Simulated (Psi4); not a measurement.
# BH3SO (SMILES OBS) at CCSD/jun-cc-pVDZ (sweep point 2)

Aim: the vertical ionisation energy of BH3SO at CCSD/jun-cc-pVDZ (sweep point 2), from 2 runs. 

The results are computed with Psi4 1.11.

## Step 1: The molecule

BH3SO: 6 atoms, total charge 0, spin state singlet. SMILES: `OBS`. The shape is that of a PBE0-D4/def2-TZVP optimisation. This is one conformer, not always the lowest.

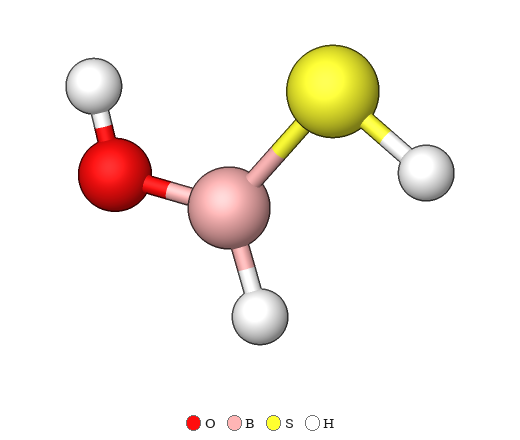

Viewed from a chosen angle; oxygen red, boron pink, sulfur yellow, hydrogen white.

## Step 2: A single-point energy at CCSD/jun-cc-pVDZ (sweep point 2)

Contents of input.in:

```
memory 1600 MB

molecule {
  0 1
  O     -2.08701353    -0.17083124    -1.89312763
  B      0.10317905     0.32068652    -0.67671093
  S      0.63664873    -0.74171750     2.53620143
  H     -3.31287887    -1.10945821    -0.93617032
  H      1.68998207     1.48078939    -1.77993304
  H      2.97008255     0.22034207     2.74974048
  units bohr
  symmetry c1
}

set {
  basis jun-cc-pVDZ
  reference rhf
  puream true
  scf_type pk
  num_frozen_docc 7
}

energy('ccsd')
print_variables()
```

Command:

```console
$ psi4 -n 1 input.in input.out
```

input.out:

```text
[...]
  Running in c1 symmetry.
[...]
  Nuclear repulsion =   88.768868558049263
[...]
  Multiplicity = 1
[...]
  Nalpha       = 16
  Nbeta        = 16
[...]
    Number of basis functions: 73
[...]
   @RHF iter   1:  -498.81954881379556   -6.55057e-01   6.07616e-03 DIIS/ADIIS
[...]
   @RHF iter  12:  -498.91636868150243   -1.19371e-12   3.47013e-09 DIIS
[...]
    Orbital Energies [Eh]
    ---------------------
    Doubly Occupied:
       1A    -91.959283     2A    -20.597097     3A     -8.965184
       4A     -7.665586     5A     -6.647155     6A     -6.645767
       7A     -6.644298     8A     -1.390572     9A     -0.989997
      10A     -0.781771    11A     -0.648582    12A     -0.590176
      13A     -0.560017    14A     -0.538773    15A     -0.445975
      16A     -0.394750
[...]
  @RHF Final Energy:  -498.91636868150243
   => Energetics <=
    Nuclear Repulsion Energy =             88.7688685580492631
    One-Electron Energy =                -864.4405104298878086
    Two-Electron Energy =                 276.7552731903361405
    Total Energy =                       -498.9163686815024334
[...]
 Multipole Moments:
 ------------------------------------------------------------------------------------
     Multipole            Electronic (a.u.)      Nuclear  (a.u.)        Total (a.u.)
 ------------------------------------------------------------------------------------
 L = 1.  Multiply by 2.5417464519 to convert [e a0] to [Debye]
 Dipole X            :         -0.7359820            0.7897433            0.0537612
 Dipole Y            :         -0.5466403            0.4809352           -0.0657051
 Dipole Z            :          0.5331148           -0.3111451            0.2219697
 Magnitude           :                                                    0.2376510
[...]
      * MP2 total energy                      = -499.328744510217746
[...]
      * CCSD total energy                     = -499.359150978968614
[...]
```

It took 12 s on 1 thread of AMD EPYC 7B13 (Zen 3), shared host; peak memory 0.39 GiB.

## Step 3: The doublet cation at the same level

Contents of calc.in:

```
memory 1600 MB

molecule {
  1 2
  O     -2.08701353    -0.17083124    -1.89312763
  B      0.10317905     0.32068652    -0.67671093
  S      0.63664873    -0.74171750     2.53620143
  H     -3.31287887    -1.10945821    -0.93617032
  H      1.68998207     1.48078939    -1.77993304
  H      2.97008255     0.22034207     2.74974048
  units au
  symmetry c1
}

set {
  reference       uhf
  puream          true
  scf_type        pk
  num_frozen_docc 7
  maxiter         150
}

e_tot = energy('ccsd/jun-cc-pVDZ')
```

Command:

```console
$ psi4 -i calc.in -o calc.out -n 1
```

calc.out:

```text
[...]
  Running in c1 symmetry.
[...]
  Nuclear repulsion =   88.768868558049263
[...]
  Multiplicity = 2
[...]
  Nalpha       = 16
  Nbeta        = 15
[...]
    Number of basis functions: 73
[...]
   @UHF iter   1:  -498.44769341338719   -2.83201e-01   6.33902e-03 DIIS/ADIIS
[...]
   @UHF iter  16:  -498.56997103811170   -1.87583e-12   5.33331e-09 DIIS
[...]
   @S^2 Observed:                7.622001588E-01
[...]
    Orbital Energies [Eh]
    ---------------------
    Alpha Occupied:
       1A    -92.320810     2A    -20.818871     3A     -9.325124
       4A     -7.904646     5A     -7.020705     6A     -7.002264
       7A     -7.000596     8A     -1.607830     9A     -1.346527
      10A     -0.997952    11A     -0.917463    12A     -0.848318
      13A     -0.806480    14A     -0.799883    15A     -0.751676
      16A     -0.711668
    Alpha Virtual:
      17A     -0.123970    18A     -0.106445    19A     -0.084757
      20A     -0.081099    21A     -0.065412    22A     -0.055147
      23A     -0.036553    24A     -0.023693    25A     -0.010439
[...]
  @UHF Final Energy:  -498.56997103811170
   => Energetics <=
    Nuclear Repulsion Energy =             88.7688685580492631
    One-Electron Energy =                -855.3429781470233593
    Two-Electron Energy =                 268.0041385508624217
    Total Energy =                       -498.5699710381117029
  UHF NO Occupations:
  HONO-2 :   14  A 1.9990830
  HONO-1 :   15  A 1.9955572
[...]
 Multipole Moments:
 ------------------------------------------------------------------------------------
     Multipole            Electronic (a.u.)      Nuclear  (a.u.)        Total (a.u.)
 ------------------------------------------------------------------------------------
 L = 1.  Multiply by 2.5417464519 to convert [e a0] to [Debye]
 Dipole X            :         -0.0393013            0.7897433            0.7504420
 Dipole Y            :         -0.6454478            0.4809352           -0.1645127
 Dipole Z            :          1.5495845           -0.3111451            1.2384394
 Magnitude           :                                                    1.4573811
[...]
      * MP2 total energy                      = -498.952010081313290
[...]
      * CCSD total energy                     = -498.986848362558248
[...]
```

Wall time 27 s (1 thread of AMD EPYC 7B13 (Zen 3), shared host); peak memory 0.4 GiB.

## Step 4: Outcome

At CCSD/jun-cc-pVDZ (sweep point 2), 7 core orbitals frozen:

| quantity | value |
| --- | --- |
| singlet BH3SO: total energy | -499.35915 Eh |
| singlet BH3SO: HOMO energy (Hartree–Fock orbitals) | -10.74 eV |
| singlet BH3SO: LUMO energy (Hartree–Fock orbitals) | 1.33 eV |
| singlet BH3SO: HOMO–LUMO gap (Hartree–Fock orbitals) | 12.07 eV |
| singlet BH3SO: correlation energy (7 core orbitals frozen) | -442.8 mEh |
| singlet BH3SO: T1 diagnostic | 0.014 |
| doublet cation: total energy | -498.98685 Eh |
| doublet cation: HOMO energy (Hartree–Fock orbitals) (highest over α and β) | -19.16 eV |
| doublet cation: LUMO energy (Hartree–Fock orbitals) (lowest over α and β) | -8.31 eV |
| doublet cation: correlation energy (7 core orbitals frozen) | -416.9 mEh |
| doublet cation: ⟨S²⟩ of the reference determinant | 0.762 |
| doublet cation: T1 diagnostic | 0.033 |
| vertical ionisation energy (to the doublet cation) | 10.131 eV |

Removing an electron at fixed nuclei costs 10.13 eV (977 kJ/mol).
